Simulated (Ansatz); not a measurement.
Scan of one atom of the cell for TiO2 (anatase)

Starting cell, TiO2 (anatase):

```xyz
6
Lattice="-1.8849 1.8849 4.7759 1.8849 -1.8849 4.7759 1.8849 1.8849 -4.7759" Properties=species:S:1:pos:R:3 pbc="T T T"
Ti     0.0000     0.0000     4.7759
Ti     1.8849     0.0000     2.3879
O      0.0000     0.0000     2.7936
O      1.8849     0.0000     0.4057
O      1.8849     0.0000     4.3702
O      0.0000     0.0000     6.7581
```

In this cell atom 6 (O, nearest neighbour Ti at 1.928 Å; its periodic images, 3.8 Å or more away, move with it) is moved by s along Cartesian [111], unit vector (0.577, 0.577, 0.577); all other atoms and the cell stay fixed.

These are PBEsol (plane waves to 420 eV, PAW, scalar-relativistic; Ansatz, a quantum-chemistry and plane-wave program) values and carry that method's errors. k mesh 10×10×10 (Γ-centred), Fermi-Dirac smearing 0.05 eV. E stands for the smeared free energy. TiO2 is run without spin polarisation. TiO2 was relaxed with its symmetry unable to fall. ΔE is measured from the undisplaced structure.

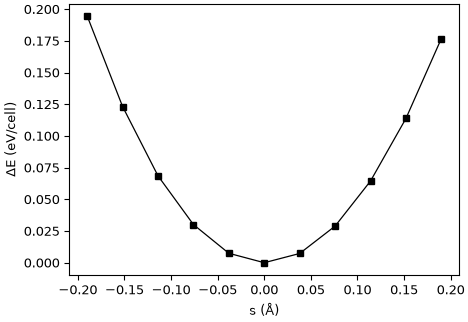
Figure: ΔE (eV/cell) against s (Å); computed points joined by lines.

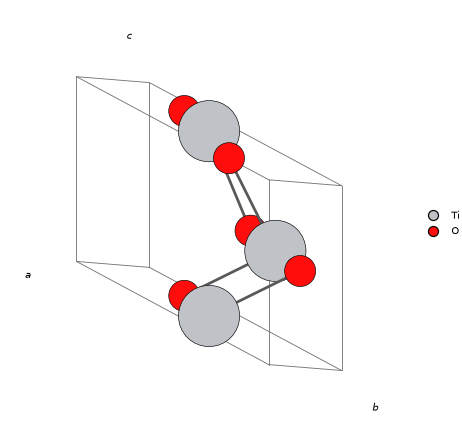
Figure: The cell of the calculation at s = -0.190 Å.

The force constant k = d²E/ds² at s = 0 (finite differences) comes out as 10.2 eV/Å² and the force along the line at s = -0.190 Å is 2.10 eV/Å. The energy at s = 0.190 Å is 176.9 meV/cell. Harmonic estimate at the end of the scan: ½ks² = 184.0 meV/cell against the computed 176.9 meV/cell, so the well is close to harmonic there. Symmetry of the curve: not even: the negative side lies higher at ±0.190 Å.

The forces along the line at the two nearest points give (0.394 − (-0.382)) / (2·0.038) = 10.21 eV/Å²; the next pair corrects for the finite step.

(For displaced atoms, the force is minus the slope of the energy, and its curvature is a force constant, which sets phonon frequencies.)
